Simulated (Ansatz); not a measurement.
**CH11NOSi2: nudged elastic band (part 2 of 2)**

The same run, continued: CH11NOSi2; RKS B3LYP-D4/def2-SVP (Ansatz 0.2.0). It belongs to a series of runs on one base structure; here: band between the two ends.

Geometry of the input (Å):
```
Si 1.4359  0.9074  0.2960
N  1.8222  -0.7679  0.2432
O  0.0697  1.3377  -0.5713
Si -0.6866  1.0531  -2.0205
H  2.5988  1.6340  -0.2844
H  1.1588  1.3061  1.6973
H  -0.6713  -1.1490  2.3451
C  -1.4488  -1.1482  1.5666
H  1.2671  -1.4663  0.7260
H  2.3511  -1.1698  -0.5234
H  -1.6733  2.1395  -2.2668
H  0.3035  1.0284  -3.1404
H  -1.4002  -0.2576  -1.9928
H  -1.4410  -0.1824  1.0438
H  -1.2561  -1.9556  0.8437
H  -2.4296  -1.3094  2.0380
```

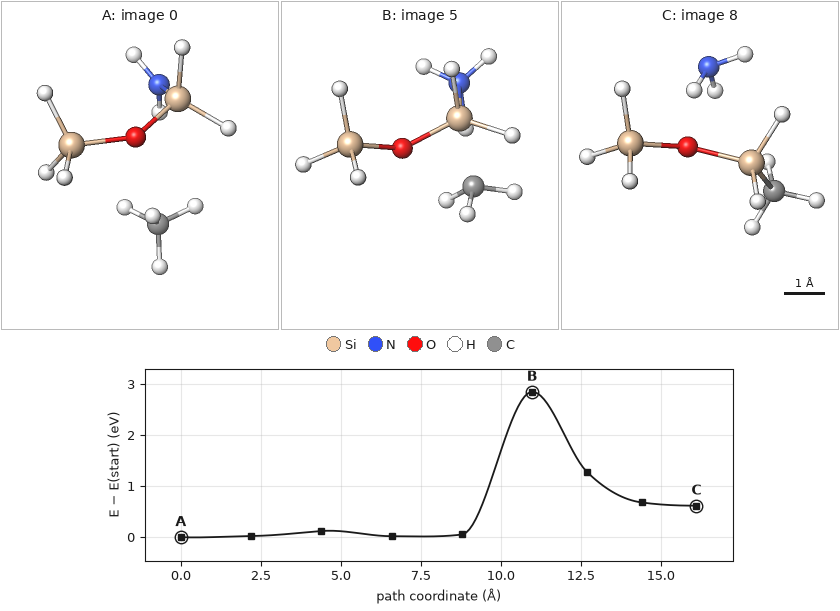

Figure 1. Images of the last band (counted from 0; ball-and-stick, seen at a tilt) above the energy along the path; the line is a cubic interpolation that uses the forces. The highest image is number 5, 2.852 eV above the start and 2.233 eV above the end (the climbing image); the end lies 0.618 eV above the start. The path is 16.11 Å long. The band converged in 34 iterations.

```
Total energy: -20501.88386918 eV, -753.4303355164 hartree
Atom 0 at     0.623818     0.482090     0.437879 Å, force    -0.001127     0.004455    -0.000689 eV/Å
Atom 1 at     1.437921    -1.223659     0.621694 Å, force     0.008093    -0.009195     0.012038 eV/Å
Atom 2 at    -0.489745     0.541313    -0.805355 Å, force    -0.026696    -0.013127     0.011618 eV/Å
Atom 3 at    -0.724287     1.185647    -2.317620 Å, force     0.012505     0.010187    -0.011778 eV/Å
Atom 4 at     1.797123     1.136523    -0.272056 Å, force    -0.000442    -0.000470    -0.000683 eV/Å
Atom 5 at     0.579612     1.301375     1.680390 Å, force     0.003111     0.001736    -0.000185 eV/Å
Atom 6 at     0.366296    -1.346381     1.133337 Å, force    -0.006772     0.006863     0.002343 eV/Å
Atom 7 at    -0.985457    -0.762635     1.590775 Å, force     0.007912    -0.000943    -0.013065 eV/Å
Atom 8 at     1.588904    -1.721550    -0.259090 Å, force    -0.002012    -0.001498     0.000887 eV/Å
Atom 9 at     2.282839    -1.283885     1.196326 Å, force     0.004130     0.000068    -0.004739 eV/Å
Atom 10 at    -1.440851     2.489675    -2.219464 Å, force    -0.001460    -0.000795     0.000357 eV/Å
Atom 11 at     0.574116     1.399303    -3.025529 Å, force    -0.000426     0.001409     0.001707 eV/Å
Atom 12 at    -1.553106     0.232750    -3.107680 Å, force     0.000749     0.000514    -0.000769 eV/Å
Atom 13 at    -1.679482     0.076183     1.419987 Å, force     0.001315    -0.000877     0.001768 eV/Å
Atom 14 at    -1.529172    -1.662137     1.240485 Å, force    -0.000084     0.001929     0.000601 eV/Å
Atom 15 at    -0.848332    -0.844513     2.685922 Å, force     0.001204    -0.000257     0.000588 eV/Å
Dipole moment:     0.560724    -0.407901    -0.057996 e Å
this run last wrote the band of iteration 34 to [file]
```

The last band as extended XYZ (Å, eV, eV/Å)
```
16
Properties=species:S:1:pos:R:3:forces:R:3 image=0 energy=-20504.73519
Si    1.4359    0.9074    0.2960   -0.0044   0.0020   0.0002
N     1.8222   -0.7679    0.2432    0.0034  -0.0019  -0.0030
O     0.0697    1.3377   -0.5713    0.0043  -0.0060  -0.0036
Si   -0.6866    1.0531   -2.0205    0.0005   0.0057   0.0033
H     2.5988    1.6340   -0.2844   -0.0022  -0.0009   0.0000
H     1.1588    1.3061    1.6973    0.0013  -0.0005  -0.0011
H    -0.6713   -1.1490    2.3451   -0.0093  -0.0047  -0.0085
C    -1.4488   -1.1482    1.5666   -0.0150  -0.0151  -0.0003
H     1.2671   -1.4663    0.7260    0.0025   0.0044  -0.0005
H     2.3511   -1.1698   -0.5234   -0.0029  -0.0014   0.0043
H    -1.6733    2.1395   -2.2668   -0.0011  -0.0002   0.0007
H     0.3035    1.0284   -3.1404   -0.0013  -0.0022   0.0010
H    -1.4002   -0.2576   -1.9928    0.0012   0.0005   0.0005
H    -1.4410   -0.1824    1.0438   -0.0031  -0.0113   0.0022
H    -1.2561   -1.9556    0.8437   -0.0034   0.0271   0.0212
H    -2.4296   -1.3094    2.0380    0.0297   0.0045  -0.0164
16
Properties=species:S:1:pos:R:3:forces:R:3 image=1 energy=-20504.71221
Si    1.3465    0.8918    0.3256    0.0084  -0.0022  -0.0001
N     1.9404   -0.7208    0.2590   -0.0028   0.0035  -0.0002
O     0.0146    1.1925   -0.6377   -0.0108   0.0024   0.0030
Si   -0.6514    1.1245   -2.1520    0.0029  -0.0008  -0.0012
H     2.4593    1.7710   -0.1296    0.0010   0.0001   0.0003
H     0.9092    1.2005    1.7086    0.0004  -0.0002   0.0007
H    -0.5899   -1.8015    1.9875   -0.0026  -0.0022   0.0007
C    -1.4850   -1.2517    1.6609    0.0000   0.0012   0.0000
H     1.4092   -1.5025    0.6280    0.0009   0.0000   0.0029
H     2.5849   -1.0168   -0.4662   -0.0010  -0.0011  -0.0065
H    -1.7231    2.1522   -2.2583   -0.0012  -0.0011  -0.0013
H     0.3807    1.3850   -3.2011    0.0016  -0.0005  -0.0003
H    -1.2452   -0.2236   -2.3954    0.0020  -0.0015   0.0008
H    -1.3070   -0.7875    0.6818    0.0026   0.0042   0.0010
H    -2.3331   -1.9477    1.5938    0.0007  -0.0010  -0.0031
H    -1.7098   -0.4654    2.3951   -0.0022  -0.0009   0.0032
16
Properties=species:S:1:pos:R:3:forces:R:3 image=2 energy=-20504.61497
Si    1.4191    0.7517    0.1725   -0.0016   0.0105   0.0060
N     2.0158   -0.8519    0.3661   -0.0073  -0.0041  -0.0138
O     0.1080    0.7045   -0.8428    0.0129   0.0023  -0.0053
Si   -0.7637    1.2606   -2.1331    0.0032  -0.0013  -0.0044
H     2.5395    1.5547   -0.4018   -0.0028   0.0054   0.0167
H     0.9370    1.4255    1.4163   -0.0087  -0.0081   0.0029
H    -0.6056   -1.9183    1.6884   -0.0012   0.0023   0.0093
C    -1.5040   -1.3031    1.5342    0.0015   0.0027   0.0080
H     1.4008   -1.6062    0.6520   -0.0296  -0.0035   0.0286
H     2.9649   -1.0078    0.6896    0.0235   0.0056  -0.0476
H    -1.6512    2.3868   -1.7189    0.0010  -0.0095   0.0108
H     0.1458    1.7479   -3.2125    0.0052  -0.0051  -0.0015
H    -1.6067    0.1538   -2.6652    0.0049  -0.0067   0.0080
H    -1.8245   -1.3775    0.4859    0.0150   0.0104   0.0067
H    -2.3023   -1.6649    2.1977   -0.0048  -0.0001  -0.0130
H    -1.2727   -0.2557    1.7718   -0.0110  -0.0010  -0.0114
16
Properties=species:S:1:pos:R:3:forces:R:3 image=3 energy=-20504.71633
Si    1.5609    0.7934    0.1354    0.0055  -0.0018   0.0011
N     2.0929   -0.8014    0.4968   -0.0054   0.0074   0.0029
O     0.0806    0.8944   -0.6257   -0.0044  -0.0031   0.0032
Si   -0.8341    1.2182   -1.9648    0.0035  -0.0031  -0.0030
H     2.5668    1.4131   -0.7727    0.0004  -0.0001   0.0003
H     1.4326    1.5152    1.4270    0.0042   0.0018  -0.0002
H    -0.6091   -1.8219    1.3312   -0.0038   0.0213  -0.0195
C    -1.5350   -1.2487    1.4792    0.0022  -0.0026   0.0001
H     2.4078   -1.4367   -0.2294   -0.0007  -0.0044   0.0018
H     1.7175   -1.3066    1.2927    0.0036  -0.0027  -0.0007
H    -1.7696    2.3443   -1.6845   -0.0017  -0.0045   0.0062
H     0.0377    1.5921   -3.1199    0.0012   0.0010   0.0006
H    -1.6280    0.0117   -2.3356   -0.0018  -0.0049   0.0079
H    -2.0193   -1.0984    0.5049   -0.0011  -0.0019  -0.0003
H    -2.2083   -1.7994    2.1513   -0.0007  -0.0014   0.0011
H    -1.2932   -0.2690    1.9140   -0.0008  -0.0010  -0.0018
16
Properties=species:S:1:pos:R:3:forces:R:3 image=4 energy=-20504.68250
Si    1.2640    0.7130    0.1622    0.0339   0.0158  -0.0163
N     1.9270   -0.8531    0.4151    0.0301   0.0102  -0.0113
O    -0.1178    0.7417   -0.7789    0.0187   0.0073   0.0043
Si   -0.7083    1.2066   -2.2574    0.0005   0.0009   0.0006
H     2.2595    1.5572   -0.5555    0.0247   0.0209  -0.0163
H     0.9291    1.2549    1.5033    0.0199  -0.0018  -0.0107
H    -0.4962   -1.5592    1.2202   -0.0495  -0.0096   0.0071
C    -1.3712   -1.1650    1.7532   -0.0180  -0.0225   0.0093
H     2.2530   -1.4458   -0.3410    0.0337   0.0166  -0.0039
H     1.7118   -1.3912    1.2461   -0.0327  -0.0015   0.0030
H    -1.5364    2.4392   -2.1220   -0.0056  -0.0039   0.0046
H     0.4192    1.4846   -3.1988   -0.0090   0.0057  -0.0093
H    -1.5522    0.1168   -2.8230    0.0029  -0.0087   0.0139
H    -1.6626   -0.2131    1.2899    0.0009  -0.0131  -0.0068
H    -2.1979   -1.8842    1.6751   -0.0358  -0.0098   0.0246
H    -1.1207   -1.0022    2.8115   -0.0147  -0.0064   0.0074
16
Properties=species:S:1:pos:R:3:forces:R:3 image=5 energy=-20501.88355
Si    0.6238    0.4821    0.4379   -0.0011   0.0045  -0.0007
N     1.4379   -1.2237    0.6217    0.0081  -0.0092   0.0120
O    -0.4897    0.5413   -0.8054   -0.0267  -0.0131   0.0116
Si   -0.7243    1.1856   -2.3176    0.0125   0.0102  -0.0118
H     1.7971    1.1365   -0.2721   -0.0004  -0.0005  -0.0007
H     0.5796    1.3014    1.6804    0.0031   0.0017  -0.0002
H     0.3663   -1.3464    1.1333   -0.0068   0.0069   0.0023
C    -0.9855   -0.7626    1.5908    0.0079  -0.0009  -0.0131
H     1.5889   -1.7215   -0.2591   -0.0020  -0.0015   0.0009
H     2.2828   -1.2839    1.1963    0.0041   0.0001  -0.0047
H    -1.4409    2.4897   -2.2195   -0.0015  -0.0008   0.0004
H     0.5741    1.3993   -3.0255   -0.0004   0.0014   0.0017
H    -1.5531    0.2328   -3.1077    0.0007   0.0005  -0.0008
H    -1.6795    0.0762    1.4200    0.0013  -0.0009   0.0018
H    -1.5292   -1.6621    1.2405   -0.0001   0.0019   0.0006
H    -0.8483   -0.8445    2.6859    0.0012  -0.0003   0.0006
16
Properties=species:S:1:pos:R:3:forces:R:3 image=6 energy=-20503.45697
Si    0.2762    0.6752    0.6350   -0.1668   0.0941   0.0825
N     1.4470   -1.5777    0.5180    0.0084  -0.1598  -0.0325
O    -0.5266    0.6864   -0.8340   -0.0075   0.0423  -0.0213
Si   -0.7552    1.2529   -2.3601   -0.0100   0.0186  -0.0144
H     1.7214    0.8753    0.2857   -0.0526  -0.1155   0.2320
H     0.0794    1.9341    1.4360   -0.2420   0.2853  -0.1046
H     0.7644   -2.1317    1.0277    0.1829  -0.3387  -0.0460
C    -0.8874   -0.4658    1.6343    0.0394   0.1328   0.0118
H     1.6464   -2.0158   -0.3787    0.0343  -0.1159  -0.0361
H     2.3106   -1.5297    1.0587    0.0111  -0.0914  -0.0446
H    -1.4407    2.5776   -2.3223    0.0013   0.0276  -0.0560
H     0.5417    1.3954   -3.0903    0.0076   0.0194  -0.0076
H    -1.6104    0.2860   -3.1082   -0.0023   0.0127  -0.0130
H    -1.8036    0.1435    1.6990   -0.0660   0.0205   0.1147
H    -1.1784   -1.4047    1.1307    0.1581   0.1042  -0.0548
H    -0.5847   -0.7010    2.6686    0.1041   0.0639  -0.0099
16
Properties=species:S:1:pos:R:3:forces:R:3 image=7 energy=-20504.05440
Si    0.1247    0.8898    0.7467   -0.0133   0.0198   0.0166
N     1.7021   -2.2182    0.1843    0.0141  -0.0355  -0.0204
O    -0.1663    0.6047   -0.8697    0.0209  -0.0137  -0.0090
Si   -0.6507    1.1975   -2.3419    0.0057   0.0003  -0.0003
H     1.5824    0.7179    0.9988   -0.0069  -0.0085   0.0467
H    -0.2257    2.3048    1.0739   -0.0222   0.0224  -0.0243
H     0.9070   -2.5361    0.7386    0.0117  -0.0277  -0.0184
C    -0.9319   -0.2795    1.7591   -0.0031   0.0071   0.0083
H     1.3152   -1.6709   -0.5852   -0.0196   0.0212  -0.0124
H     2.2137   -1.5596    0.7718   -0.0050  -0.0023  -0.0203
H    -1.3026    2.5315   -2.1784    0.0059  -0.0065   0.0086
H     0.5275    1.3383   -3.2435    0.0021  -0.0015  -0.0053
H    -1.6240    0.2491   -2.9516    0.0011  -0.0030   0.0020
H    -1.9893    0.0251    1.7065   -0.0116  -0.0089   0.0007
H    -0.8527   -1.3064    1.3718    0.0221   0.0084   0.0183
H    -0.6294   -0.2881    2.8189   -0.0019   0.0284   0.0091
16
Properties=species:S:1:pos:R:3:forces:R:3 image=8 energy=-20504.11681
Si   -0.0093    1.0642    0.8435    0.0013   0.0005  -0.0050
N     1.3873   -2.2229   -0.2450   -0.0047   0.0080   0.0238
O    -0.1981    0.5676   -0.7430   -0.0004   0.0084   0.0081
Si   -0.4404    1.0755   -2.3093   -0.0040  -0.0001  -0.0046
H     1.4494    1.1962    1.1342   -0.0102  -0.0009  -0.0014
H    -0.6514    2.4040    1.0082    0.0039  -0.0098  -0.0017
H     0.7280   -2.8128    0.2653    0.0199   0.0206  -0.0134
C    -0.7883   -0.2139    1.9639    0.0011  -0.0064  -0.0031
H     0.8572   -1.4227   -0.5940    0.0088  -0.0161   0.0103
H     2.0451   -1.8571    0.4456   -0.0268  -0.0125  -0.0216
H    -1.1204    2.4055   -2.3154    0.0052  -0.0102   0.0007
H     0.8655    1.1914   -3.0188   -0.0070   0.0011   0.0037
H    -1.2986    0.0769   -3.0043    0.0086   0.0057   0.0048
H    -1.8681   -0.3118    1.7682    0.0084   0.0012  -0.0001
H    -0.3099   -1.1875    1.7754   -0.0055   0.0094   0.0022
H    -0.6478    0.0474    3.0255    0.0015   0.0010  -0.0025
```
